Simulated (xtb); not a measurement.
Run report: C$_{3}$H$_{6}$OSi, geometry relaxation (part 1 of 2)

System: C$_{3}$H$_{6}$OSi.
Method: GFN1-xTB, ALPB solvent ch2cl2 (xtb 6.7.1 later snapshot).

The starting geometry was optimised with GFN1-xTB.

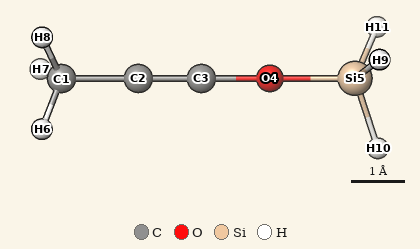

The input geometry (ball-and-stick view, seen on its broad side; atoms are numbered from 1 in the order of the input). Bond lengths as drawn: C–C 1.20 to 1.46 Å, C–H 1.09 Å, C–O 1.30 Å, H–Si 1.45 Å and O–Si 1.62 Å.

Input (geom.xyz):
```
11

C     -1.58284000    -1.57794300     1.65371600
C     -0.75117500    -0.74814600     0.78503500
C     -0.06800600    -0.06830800     0.07284300
O      0.67324700     0.67124500    -0.70231800
Si     1.59431400     1.58944400    -1.66604000
H     -1.10873000    -1.70144900     2.62993500
H     -1.72819600    -2.56574600     1.21080900
H     -2.56147100    -1.11511800     1.79900900
H      1.28081000     2.97445300    -1.38446700
H      2.97862300     1.29354900    -1.36269700
H      1.27342400     1.24802900    -3.03583500
```

File .CHRG:
```
0
```

File .UHF:
```
0
```

File xcontrol:
```
$gbsa
   gbsagrid=tight
$end
```

Machine: 1 thread of Arm Neoverse N1, 16 GiB of memory available, shared host.

Run as:
```bash
xtb geom.xyz --opt --gfn1 --input xcontrol --alpb ch2cl2 --parallel 1 > xtb.out 2> xtb.err
```

Log:
```
* xtb version 6.7.1
   ID    Z sym.   atoms
    1    6 C      1-3
    2    8 O      4
    3   14 Si     5
    4    1 H      6-11

           -------------------------------------------------
          |                Calculation Setup                |
           -------------------------------------------------

          program call               : xtb geom.xyz --opt --gfn1 --input xcontrol --alpb ch2cl2 --parallel 1
          coordinate file            : geom.xyz
          omp threads                :                     1

########################################################################
[WARNING] Please study the warnings concerning your input carefully
-1- prog_main_parseArguments: The use of '--gfn1' is discouraged, please use '--gfn 1' next time
########################################################################

           -------------------------------------------------
          |                 G F N 1 - x T B                 |
           -------------------------------------------------

      * Hamiltonian:
        H0-scaling (s, p, d)           1.850000    2.250000    2.000000
        zeta-weighting                 0.000000
      * Dispersion:
        s8                             2.400000
        a1                             0.630000
        a2                             5.000000
        s9                             0.000000
      * Repulsion:
        kExp                           1.500000
        rExp                           1.000000
      * Coulomb:
        alpha                          2.000000
        third order                    atomic
        anisotropic                    false
      * Halogen bond correction:
        rad-scale                      1.300000
        damping                        0.440000

      * Solvation model:               ALPB
        Solvent                        ch2cl2
        Parameter file                 internal GFN1-xTB/ALPB
        Dielectric constant                8.9300E+00
        Reference state                gsolv [1 M gas/solution]
        Free energy shift                  3.3401E-03 Eh       2.0960E+00 kcal/mol
        Temperature                        2.9815E+02 K
        Density                            1.3300E+00 kg/L
        Solvent mass                       8.4930E+01 g/mol
        Interaction kernel             P16
        Born radius scaling (c1)           1.6568E+00
        Born radii integrator          GBOBC
        Born offset                        0.0000E+00 a0       0.0000E+00 AA
        H-bond correction              false
        Ion screening                  false
        Surface tension                    1.0000E-05 Eh       1.5569E+01 dyn/cm
        Grid points                               974 per atom

          ...................................................
          :                      SETUP                      :
          :.................................................:
          :  # basis functions                  38          :
          :  # atomic orbitals                  37          :
          :  # shells                           23          :
          :  # electrons                        28          :
          :  # halogen bonds                     0          :
          :  max. iterations                   250          :
          :  Hamiltonian                  GFN1-xTB          :
          :  restarted?                      false          :
          :  GBSA solvation                   true          :
          :  PC potential                    false          :
          :  electronic temp.          300.0000000     K    :
          :  accuracy                    1.0000000          :
          :  -> integral cutoff          0.2500000E+02      :
          :  -> integral neglect         0.1000000E-07      :
          :  -> SCF convergence          0.1000000E-05 Eh   :
          :  -> wf. convergence          0.2000000E-04 e    :
          :  Broyden damping             0.4000000          :
          :  net charge                          0          :
          :  unpaired electrons                  0          :
          ...................................................

 iter      E             dE          RMSdq      gap      omega  full diag
   1    -16.3884462 -0.163884E+02  0.850E+00    5.74       0.0  T
   2    -16.4097581 -0.213119E-01  0.498E+00    6.15       1.0  T
   3    -16.4066608  0.309723E-02  0.118E+00    6.39       1.0  T
   4    -16.4128462 -0.618536E-02  0.262E-01    6.49       1.0  T
   5    -16.4130985 -0.252303E-03  0.433E-02    6.43       1.0  T
   6    -16.4131104 -0.118931E-04  0.857E-03    6.41       3.5  T
   7    -16.4131109 -0.541459E-06  0.279E-03    6.42      10.8  T
   8    -16.4131110 -0.472238E-07  0.648E-04    6.41      46.5  T
   9    -16.4131110 -0.249728E-08  0.347E-04    6.41      87.0  T
  10    -16.4131110 -0.876728E-09  0.764E-05    6.41     394.7  T
  11    -16.4131110 -0.429239E-10  0.415E-06    6.41    7257.1  T

   *** convergence criteria satisfied after 11 iterations ***

         #    Occupation            Energy/Eh            Energy/eV
      -------------------------------------------------------------
         1        2.0000           -0.8186188             -22.2758
       ...           ...                  ...                  ...
         8        2.0000           -0.5337064             -14.5229
         9        2.0000           -0.5337058             -14.5229
        10        2.0000           -0.5328302             -14.4990
        11        2.0000           -0.4645805             -12.6419
        12        2.0000           -0.4645698             -12.6416
        13        2.0000           -0.4293570             -11.6834
        14        2.0000           -0.4293553             -11.6834 (HOMO)
        15                         -0.1936460              -5.2694 (LUMO)
        16                         -0.1796921              -4.8897
        17                         -0.1796857              -4.8895
        18                         -0.1472420              -4.0067
        19                         -0.1472271              -4.0063
       ...                                ...                  ...
        37                          1.4755356              40.1514
      -------------------------------------------------------------
                  HL-Gap            0.2357093 Eh            6.4140 eV
             Fermi-level           -0.3115006 Eh           -8.4764 eV

 SCC (total)                   0 d,  0 h,  0 min,  0.012 sec
 SCC setup                      ...        0 min,  0.001 sec (  5.648%)
 Dispersion                     ...        0 min,  0.000 sec (  0.276%)
 classical contributions        ...        0 min,  0.000 sec (  0.094%)
 integral evaluation            ...        0 min,  0.002 sec ( 19.769%)
 iterations                     ...        0 min,  0.004 sec ( 33.332%)
 molecular gradient             ...        0 min,  0.005 sec ( 39.718%)
 printout                       ...        0 min,  0.000 sec (  1.042%)

         :::::::::::::::::::::::::::::::::::::::::::::::::::::
         ::                     SUMMARY                     ::
         :::::::::::::::::::::::::::::::::::::::::::::::::::::
         :: total energy             -16.171182855998 Eh    ::
         :: w/o Gsasa/hb/shift       -16.166287287123 Eh    ::
         :: gradient norm              0.002447569050 Eh/a0 ::
         :: HOMO-LUMO gap              6.413976892944 eV    ::
         ::.................................................::
         :: SCC energy               -16.413110992415 Eh    ::
         :: -> electrostatic           0.022258860658 Eh    ::
         :: -> Gsolv                  -0.006520694882 Eh    ::
         ::    -> Gelec               -0.001625126006 Eh    ::
         ::    -> Gsasa               -0.008235699273 Eh    ::
         ::    -> Ghb                  0.000000000000 Eh    ::
         ::    -> Gshift               0.003340130398 Eh    ::
         :: repulsion energy           0.244916869285 Eh    ::
         :: dispersion energy         -0.002988732867 Eh    ::
         :: halogen bond corr.         0.000000000000 Eh    ::
         :: add. restraining           0.000000000000 Eh    ::
         :: total charge               0.000000000000 e     ::
         :::::::::::::::::::::::::::::::::::::::::::::::::::::

      -----------------------------------------------------------
     |                   =====================                   |
     |                        A N C O P T                        |
     |                   =====================                   |
     |               Approximate Normal Coordinate               |
     |                Rational Function Optimizer                |
      -----------------------------------------------------------

          ...................................................
          :                      SETUP                      :
          :.................................................:
          :   optimization level            normal          :
          :   max. optcycles                   200          :
          :   ANC micro-cycles                  20          :
          :   degrees of freedom                27          :
          :.................................................:
          :   RF solver                   davidson          :
          :   write xtbopt.log                true          :
          :   linear?                        false          :
          :   energy convergence         0.5000000E-05 Eh   :
          :   grad. convergence          0.1000000E-02 Eh/α :
          :   maximum RF displ.          1.0000000          :
          :   Hlow (freq-cutoff)         0.1000000E-01      :
          :   Hmax (freq-cutoff)         5.0000000          :
          :   S6 in model hess.         20.0000000          :
          ...................................................

generating ANC from exact Hessian ...
Using Lindh-Hessian (1995)
 Shifting diagonal of input Hessian by    9.9345610518964279E-003
 Lowest  eigenvalues of input Hessian
    0.000000    0.000000    0.000000    0.000000    0.000000    0.000000
    0.010000    0.010289    0.010759    0.013676    0.035766    0.036509
    0.037950    0.040878    0.051500    0.072828    0.100157    0.106381
 Highest eigenvalues
    0.810223    1.089676    1.095955    1.168640    1.907651    2.879467

........................................................................
.............................. CYCLE    1 ..............................
........................................................................

 iter      E             dE          RMSdq      gap      omega  full diag
   1    -16.4131110 -0.164131E+02  0.104E-06    6.41       0.0  T
   2    -16.4131110 -0.710543E-14  0.492E-07    6.41   61305.8  T
   3    -16.4131110  0.710543E-14  0.261E-07    6.41  100000.0  T
     SCC iter.                  ...        0 min,  0.001 sec
     gradient                   ...        0 min,  0.005 sec
 * total energy  :   -16.1711829 Eh     change       -0.1030287E-12 Eh
   gradient norm :     0.0024476 Eh/α   predicted     0.0000000E+00 (-100.00%)
   displ. norm   :     0.0079577 α      lambda       -0.1068689E-04
   maximum displ.:     0.0061956 α      in ANC's #7, #19, #11, ...

........................................................................
.............................. CYCLE    2 ..............................
........................................................................

 iter      E             dE          RMSdq      gap      omega  full diag
   1    -16.4125094 -0.164125E+02  0.977E-03    6.41       0.0  T
   2    -16.4125103 -0.861479E-06  0.499E-03    6.41       6.0  T
   3    -16.4125105 -0.186445E-06  0.104E-03    6.41      29.0  T
   4    -16.4125105 -0.534868E-09  0.417E-04    6.41      72.2  T
   5    -16.4125105 -0.294271E-10  0.614E-05    6.41     490.8  T
   6    -16.4125105 -0.889244E-11  0.232E-05    6.41    1297.9  T
     SCC iter.                  ...        0 min,  0.002 sec
     gradient                   ...        0 min,  0.005 sec
 * total energy  :   -16.1711901 Eh     change       -0.7255802E-05 Eh
   gradient norm :     0.0012347 Eh/α   predicted    -0.5342453E-05 ( -26.37%)
   displ. norm   :     0.0074222 α      lambda       -0.2856476E-05
   maximum displ.:     0.0059806 α      in ANC's #7, #19, #16, ...

........................................................................
.............................. CYCLE    3 ..............................
........................................................................

 iter      E             dE          RMSdq      gap      omega  full diag
   1    -16.4122586 -0.164123E+02  0.900E-03    6.41       0.0  T
   2    -16.4122595 -0.828607E-06  0.458E-03    6.41       6.6  T
   3    -16.4122596 -0.159544E-06  0.876E-04    6.41      34.4  T
   4    -16.4122596 -0.540247E-09  0.402E-04    6.41      75.0  T
   5    -16.4122596 -0.270362E-10  0.687E-05    6.41     438.6  T
   6    -16.4122596 -0.104237E-10  0.219E-05    6.41    1378.0  T
     SCC iter.                  ...        0 min,  0.002 sec
     gradient                   ...        0 min,  0.005 sec
 * total energy  :   -16.1711913 Eh     change       -0.1169521E-05 Eh
   gradient norm :     0.0009657 Eh/α   predicted    -0.1428487E-05 (  22.14%)
   displ. norm   :     0.0021557 α      lambda       -0.4952196E-06
   maximum displ.:     0.0018216 α      in ANC's #7, #19, #16, ...

   *** GEOMETRY OPTIMIZATION CONVERGED AFTER 3 ITERATIONS ***

------------------------------------------------------------------------
 total energy gain   :        -0.0000084 Eh       -0.0053 kcal/mol
 total RMSD          :         0.0046100 a0        0.0024 Å
 total power (kW/mol):        -0.0073736 (step)   -0.7386 (real)
------------------------------------------------------------------------

 ANCopt (total)                0 d,  0 h,  0 min,  0.030 sec
 optimizer setup                ...        0 min,  0.000 sec (  0.209%)
 model hessian                  ...        0 min,  0.000 sec (  0.753%)
 ANC generation                 ...        0 min,  0.000 sec (  0.808%)
 coordinate transformation      ...        0 min,  0.000 sec (  0.054%)
 single point calculation       ...        0 min,  0.029 sec ( 95.970%)
 optimization log               ...        0 min,  0.000 sec (  0.771%)
 hessian update                 ...        0 min,  0.000 sec (  0.049%)
 rational function              ...        0 min,  0.000 sec (  0.887%)

================
 final structure:
================
```
